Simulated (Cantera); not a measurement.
Feed: 1 mol BN, 1.2 mol H₂, equilibrated at 0.0133 bar.

These are equilibrium values from Cantera (NASA tables, ideal gas, pure condensed phases), not measurements of a reactor. Candidate condensed phases: B, BN; 15 gas species. Mutual solubility and eutectic melting of coexisting phases are not modelled. The tables' values for BH₂ are old estimates; treat these amounts as uncertain. The numbers say what is thermodynamically allowed, not how fast it happens.

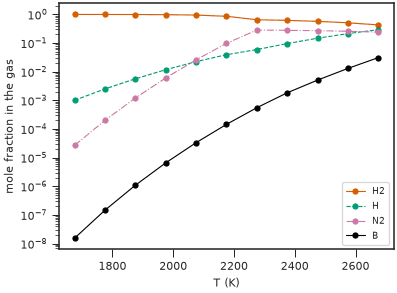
Equilibrium gas composition (values under 1e-9 drawn at 1e-9)

At 1675 K the condensed part is BN(s). From 1775 K to 2175 K the condensed part is B(s) + BN(s). At 2275 K the condensed part is B(s). From 2375 K to 2675 K the condensed part is B(l).
